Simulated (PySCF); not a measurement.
**C$_{5}$H$_{12}$BFO: a changed input and its effect**

System: C$_{5}$H$_{12}$BFO.
Method of run A: GIAO KT3/pcSseg-1 NMR shielding, non-relativistic, gas phase (PySCF 2.14.0).

The geometry comes from this level: PBE0-D3(BJ)/def2-SVP. Text and figures count atoms from 1; the logs count them from 0 in places.

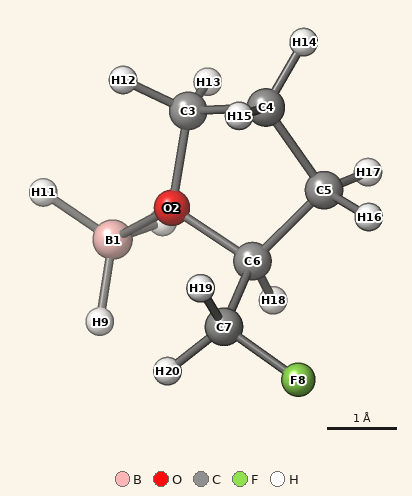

Fig. 1: The input geometry (ball-and-stick view, seen at a tilt; atoms are numbered from 1 in the order of the input). Bond lengths as drawn: B–H 1.22 to 1.23 Å, B–O 1.62 Å, C–C 1.51 to 1.53 Å, C–F 1.37 Å, C–H 1.10 Å and C–O 1.44 to 1.45 Å.

**The input, run A**
```
{"job": {"kind": "nmr", "xc": "KT3", "basis": "pcSseg-1", "pop": false}, "charge": 0, "multiplicity": 1}
B     -0.897474    -1.952315    -0.815154
O     -0.310084    -0.637802    -0.065222
C     -1.226226     0.436365     0.212455
C     -0.319886     1.609485     0.512557
C      0.825045     1.382291    -0.472319
C      0.976400    -0.133206    -0.488932
C      2.004143    -0.669959     0.487815
F      3.242533    -0.229831     0.104032
H      0.027220    -2.748662    -0.772617
H     -1.173353    -1.557702    -1.944138
H     -1.862736    -2.263140    -0.136721
H     -1.868617     0.109697     1.039672
H     -1.845883     0.596127    -0.685335
H     -0.827279     2.573543     0.370408
H      0.035540     1.567477     1.554098
H      1.766472     1.873058    -0.189065
H      0.545489     1.744630    -1.472842
H      1.175738    -0.530891    -1.494469
H      1.791483    -0.308995     1.509188
H      1.982107    -1.770827     0.486325
```

The first line tells a small driver script what to run in PySCF; the rest is the geometry in Å.

Launched with:
```bash
OMP_NUM_THREADS=1 python <driver script> task.json out
```

Hardware: 1 CPU thread, shared host.

**Output (run A)**
```
coarse grid: 16128 points
cycle   1  E = -403.2285781850  dE =  6.709e-01  |g| = 7.602e-01  |ddm| = 3.763e+00
cycle   2  E = -403.0651227499  dE =  1.635e-01  |g| = 1.240e+00  |ddm| = 1.776e+00
cycle   3  E = -403.3415957324  dE = -2.765e-01  |g| = 1.530e-01  |ddm| = 1.162e+00
cycle   4  E = -403.3462783181  dE = -4.683e-03  |g| = 4.975e-02  |ddm| = 1.475e-01
cycle   5  E = -403.3468131591  dE = -5.348e-04  |g| = 1.508e-02  |ddm| = 4.690e-02
cycle   6  E = -403.3468484931  dE = -3.533e-05  |g| = 6.724e-03  |ddm| = 1.751e-02
cycle   7  E = -403.3468579306  dE = -9.437e-06  |g| = 1.529e-03  |ddm| = 6.500e-03
final grid: 154528 points
cycle   8  E = -403.4205318190  dE = -2.365e-04  |g| = 2.973e-02  |ddm| = 6.620e-02
cycle   9  E = -403.4201323347  dE =  3.995e-04  |g| = 5.695e-02  |ddm| = 5.768e-02
cycle  10  E = -403.4206634978  dE = -5.312e-04  |g| = 3.666e-03  |ddm| = 4.236e-02
cycle  11  E = -403.4206664074  dE = -2.910e-06  |g| = 9.875e-04  |ddm| = 3.997e-03
cycle  12  E = -403.4206665530  dE = -1.456e-07  |g| = 2.634e-04  |ddm| = 8.575e-04
cycle  13  E = -403.4206665676  dE = -1.454e-08  |g| = 6.593e-05  |ddm| = 2.597e-04
cycle  14  E = -403.4206665686  dE = -1.083e-09  |g| = 1.581e-05  |ddm| = 7.184e-05
cycle  15  E = -403.4206665687  dE = -5.957e-11  |g| = 4.418e-06  |ddm| = 1.900e-05
converged SCF energy = -403.4206665687

GIAO shielding tensors (ppm)
atom      isotropic    diamagn.    paramagn.     s11        s22        s33       span
  0 B      102.797     191.868     -89.071     79.100     80.936    148.354     69.254
  1 O      258.994     403.709    -144.715    152.785    304.167    320.031    167.246
  2 C      104.597     247.047    -142.450     59.105     94.345    160.340    101.235
  3 C      155.084     251.624     -96.540    132.142    163.176    169.935     37.793
  4 C      153.128     252.422     -99.294    131.300    158.815    169.269     37.970
  5 C       99.119     248.022    -148.903     59.607     83.330    154.422     94.815
  6 C      103.124     246.929    -143.805     73.899     78.780    156.692     82.793
  7 F      411.438     470.220     -58.781    385.766    409.014    439.536     53.769
  8 H       28.245      31.192      -2.947     24.997     25.502     34.235      9.238
  9 H       28.295      31.197      -2.902     24.828     25.836     34.220      9.392
 10 H       28.290      30.683      -2.394     25.417     25.512     33.940      8.523
 11 H       27.241      30.655      -3.413     23.161     26.124     32.439      9.279
 12 H       27.748      31.207      -3.459     23.131     26.952     33.162     10.031
 13 H       29.524      29.300       0.224     25.576     26.292     36.705     11.129
 14 H       29.477      31.590      -2.113     25.656     26.984     35.791     10.135
 15 H       29.197      30.352      -1.155     24.675     27.778     35.138     10.463
 16 H       29.358      31.501      -2.143     24.917     27.301     35.855     10.938
 17 H       27.217      31.926      -4.708     24.446     26.883     30.324      5.878
 18 H       27.510      31.047      -3.537     23.799     29.106     29.625      5.826
 19 H       26.568      29.704      -3.136     22.446     27.995     29.263      6.817
```

For run B the input was changed thus:
```diff
-"xc": "KT3"
+"xc": "PBE0"
-"pop": false
```

Predict how the results change.

The total energies belong to different methods, so their difference says nothing on which is more stable or more accurate. The HOMO goes from −6.40 to −7.69 eV. The LUMO goes from −0.17 to 0.77 eV. The dipole moment goes from 4.94 to 5.04 D. Of all shieldings, the largest change is that of F8, by +18.9 ppm. The functional changes from KT3 to PBE0. Exact exchange removes part of the self-interaction error of semilocal functionals, which pushes filled and empty levels apart. The SCF takes 14 iterations against 15.

**Output (run B)**
```
coarse grid: 16128 points
cycle   1  E = -397.0091280072  dE =  8.659e-01  |g| = 5.635e-01  |ddm| = 3.699e+00
cycle   2  E = -396.9898943326  dE =  1.923e-02  |g| = 7.088e-01  |ddm| = 9.355e-01
cycle   3  E = -397.0735592026  dE = -8.366e-02  |g| = 8.453e-02  |ddm| = 5.003e-01
cycle   4  E = -397.0747755381  dE = -1.216e-03  |g| = 2.781e-02  |ddm| = 7.090e-02
cycle   5  E = -397.0749412177  dE = -1.657e-04  |g| = 8.249e-03  |ddm| = 2.269e-02
cycle   6  E = -397.0749518607  dE = -1.064e-05  |g| = 3.233e-03  |ddm| = 8.181e-03
cycle   7  E = -397.0749538981  dE = -2.037e-06  |g| = 5.702e-04  |ddm| = 2.753e-03
final grid: 154528 points
cycle   8  E = -397.1408239294  dE = -5.297e-05  |g| = 1.368e-02  |ddm| = 3.229e-02
cycle   9  E = -397.1407905414  dE =  3.339e-05  |g| = 1.964e-02  |ddm| = 1.957e-02
cycle  10  E = -397.1408598682  dE = -6.933e-05  |g| = 1.623e-03  |ddm| = 1.137e-02
cycle  11  E = -397.1408604799  dE = -6.117e-07  |g| = 3.094e-04  |ddm| = 1.648e-03
cycle  12  E = -397.1408604958  dE = -1.590e-08  |g| = 1.328e-04  |ddm| = 3.435e-04
cycle  13  E = -397.1408604988  dE = -2.956e-09  |g| = 2.714e-05  |ddm| = 1.001e-04
cycle  14  E = -397.1408604989  dE = -1.054e-10  |g| = 7.763e-06  |ddm| = 2.434e-05
converged SCF energy = -397.1408604989

GIAO shielding tensors (ppm)
atom      isotropic    diamagn.    paramagn.     s11        s22        s33       span
  0 B      103.441     189.936     -86.495     79.113     81.347    149.862     70.749
  1 O      275.755     403.982    -128.227    164.587    322.915    339.763    175.175
  2 C      105.860     245.923    -140.063     57.965     95.717    163.897    105.932
  3 C      158.394     250.812     -92.418    134.261    167.394    173.528     39.267
  4 C      156.067     251.620     -95.554    133.349    162.868    171.985     38.636
  5 C      100.330     246.508    -146.178     56.975     84.309    159.707    102.732
  6 C      104.206     245.920    -141.714     73.907     79.223    159.487     85.581
  7 F      430.295     469.505     -39.210    402.245    427.899    460.739     58.495
  8 H       28.189      30.777      -2.589     24.834     25.439     34.294      9.460
  9 H       28.237      30.695      -2.458     24.797     25.630     34.283      9.485
 10 H       28.223      30.293      -2.070     25.255     25.396     34.018      8.763
 11 H       27.214      30.114      -2.900     22.853     26.021     32.769      9.915
 12 H       27.705      30.730      -3.026     22.844     26.939     33.331     10.487
 13 H       29.524      29.229       0.295     25.305     26.028     37.240     11.935
 14 H       29.434      31.024      -1.590     25.458     26.793     36.050     10.592
 15 H       29.220      30.147      -0.927     24.458     27.594     35.608     11.150
 16 H       29.304      31.098      -1.794     24.705     27.053     36.154     11.449
 17 H       27.163      31.230      -4.067     24.219     26.756     30.514      6.296
 18 H       27.458      30.300      -2.842     23.604     29.276     29.494      5.889
 19 H       26.502      29.296      -2.794     22.174     28.000     29.332      7.158
```

**The two runs side by side**

| quantity | run A | run B |
| --- | --- | --- |
| outcome | converged | converged |
| total energy (hartree) | −403.420667 | −397.140860 |
| HOMO (eV) | −6.40 | −7.69 |
| LUMO (eV) | −0.17 | 0.77 |
| dipole moment (D) | 4.94 | 5.04 |
| shielding of O2 (ppm) | 259.0 | 275.8 |
| shielding of C3 (ppm) | 104.6 | 105.9 |
| shielding of C4 (ppm) | 155.1 | 158.4 |
| shielding of C5 (ppm) | 153.1 | 156.1 |
| shielding of C6 (ppm) | 99.1 | 100.3 |
| shielding of C7 (ppm) | 103.1 | 104.2 |
| shielding of F8 (ppm) | 411.4 | 430.3 |
| SCF iterations | 15 | 14 |
| basis functions | 196 | 196 |
| wall time (shared host) | 72 s | 65 s |
